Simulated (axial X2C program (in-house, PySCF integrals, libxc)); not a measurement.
# Run report: TeLi⁻, relativistic diatomic calculation

System: TeLi⁻, single determinant with M_S = 0 and |Λ| = 0.
Method: TPSSh, spin-free X2C-1e, Te dyall-acv3z, Li dyall-av3z (cores contracted) (axial X2C program (in-house, PySCF integrals, libxc)).

### Summary

| quantity | value |
| --- | --- |
| outcome | converged; a filled level lies above zero |
| bond length rₑ | 2.395 Å |
| ωₑ | 496.4 cm⁻¹ |
| energy at the minimum | −6801.15244 hartree |
| depth below the fragments | 2.10 eV |
| hardware | 1 CPU thread, shared host |
| wall time | 8.9 s |

### Remarks

The highest filled level (TPSSh, up to 0.44 eV) lies above zero. That is common for anions, where the functional's self-interaction leaves the outer electrons unbound; only the finite basis holds them, so such levels depend on it. Limits: 7 of the 10 points asked for were kept.

### The input
```
{"zs": [52, 3], "q": -1, "bas": ["dyall-acv3z", "dyall-av3z"], "levels": ["PBE0", "HF", "TPSSh"], "cc": true, "r0": 2.52, "thr": -1.0, "nmax": 90, "npts": 10, "nst": 2, "ntry": 6}
```

The line is the task of a batch: nuclear charges, charge, bases, the levels to run, a first guess of the distance and further settings. This report covers TPSSh without spin-orbit coupling. The log is that of the reference distance 2.393 Å.

The run was one of a batch that the task file lists, launched with:
```bash
python <driver script> task.json out
```

### The program's output
```
spin-free X2C-1e  TPSSh
basis functions 191  fitting functions 902  grid points 5082
iter        total energy     max residual
   1      -6801.151382215     1.54e-01
   2      -6801.152243719     4.16e-03
   3      -6801.151592058     4.31e-03
   4      -6801.152202036     2.51e-03
   5      -6801.152438872     4.16e-04
   6      -6801.152443305     1.05e-04
   7      -6801.152443501     3.31e-05
   8      -6801.152443548     2.29e-06
   9      -6801.152443548     4.85e-07
converged
one-electron -9414.74995190  Coulomb 2758.55821921  exact exchange -17.67415836  xc functional -161.78368786  nuclear repulsion 34.49713535
```

### The points of the curve

| R (Å) | E (hartree) | dipole (D; origin at the first atom, positive when the second is positive) | highest filled (eV) | lowest empty (eV) |
| --- | --- | --- | --- | --- |
| 2.178 | −6801.145753 | 2.95 | 0.36 | 1.43 |
| 2.249 | −6801.149694 | 2.98 | 0.38 | 1.41 |
| 2.321 | −6801.151791 | 2.99 | 0.40 | 1.39 |
| 2.393 | −6801.152444 | 2.99 | 0.42 | 1.37 |
| 2.477 | −6801.151753 | 2.97 | 0.43 | 1.34 |
| 2.561 | −6801.149889 | 2.92 | 0.44 | 1.31 |
| 2.668 | −6801.146265 | 2.81 | 0.44 | 1.25 |

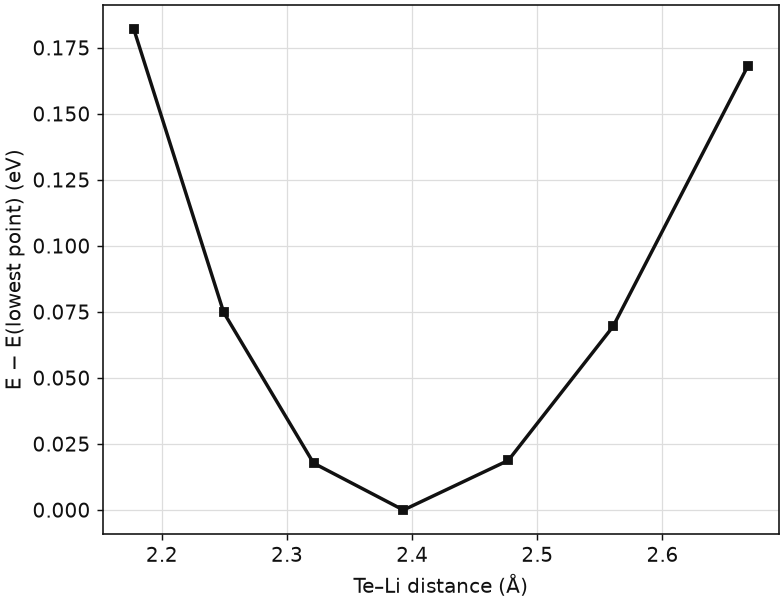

*Energy at 7 bond lengths, for one set of occupations held fixed; the line joins the points.*

A polynomial of degree 5 through 7 points gives rₑ = 2.395 Å, ωₑ = 496.4 cm⁻¹, ωₑxₑ = 2.9 cm⁻¹ and Bₑ = 0.4417 cm⁻¹. The minimum lies 2.10 eV below Te⁻ + Li, each computed as one determinant at the same level.

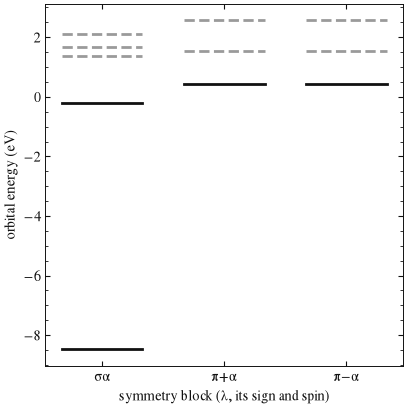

*Orbital energies near the frontier at 2.39 Å, filled (solid) and empty (dashed); a label such as π−α means λ = −1 and α spin, and the β levels equal the α ones.*

The highest filled orbital (π−α; 78 % Te p, 15 % Li p) lies at 0.42 eV, the lowest empty one (σα; 58 % Li p, 40 % Li s) at 1.37 eV. A filled level above zero is held only by the finite basis .
